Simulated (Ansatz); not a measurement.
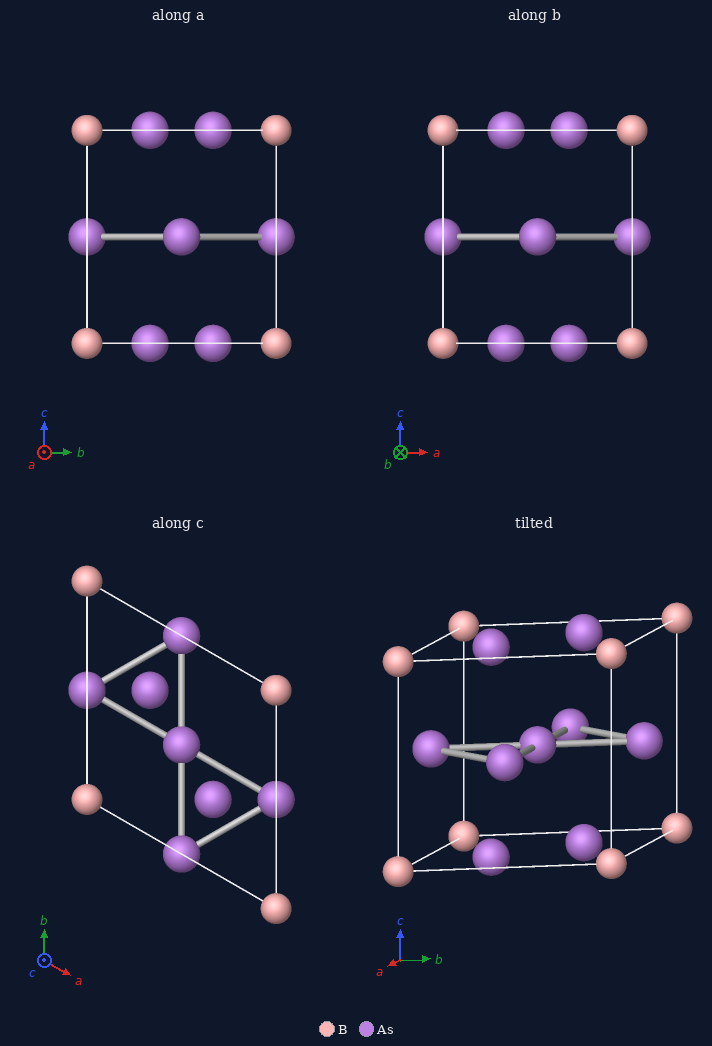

Ball-and-stick representation of a periodic structure, projected along the a axis, along the b axis, along the c axis and slightly off an axis. The conventional unit cell is drawn as a box.

Lattice parameters: a = 5.2516 Å, b = 5.2516 Å, c = 5.1256 Å, α = 90.000°, β = 90.000°, γ = 120.000°.

Question: Convert the drawing into a CIF in P1 with every atom of the cell.

Answer:
```cif
data_structure
_symmetry_space_group_name_H-M 'P 1'
_symmetry_Int_Tables_number 1
_cell_length_a 5.2516
_cell_length_b 5.2516
_cell_length_c 5.1256
_cell_angle_alpha 90.000
_cell_angle_beta 90.000
_cell_angle_gamma 120.000
_cell_volume 122.42
loop_
_atom_site_label
_atom_site_type_symbol
_atom_site_fract_x
_atom_site_fract_y
_atom_site_fract_z
_atom_site_occupancy
B1 B 0.0000 0.0000 0.0000 1
As1 As 0.5000 0.0000 0.5000 1
As2 As 0.5000 0.5000 0.5000 1
As3 As 0.0000 0.5000 0.5000 1
As4 As 0.3333 0.6667 0.0000 1
As5 As 0.6667 0.3333 0.0000 1
```

The cell started as a structure type filled with these elements by a generator (whether the compound takes this form wasn't checked). It was relaxed with DFT PBE, scalar-relativistic, plane waves, PAW in Ansatz 0.2.0.
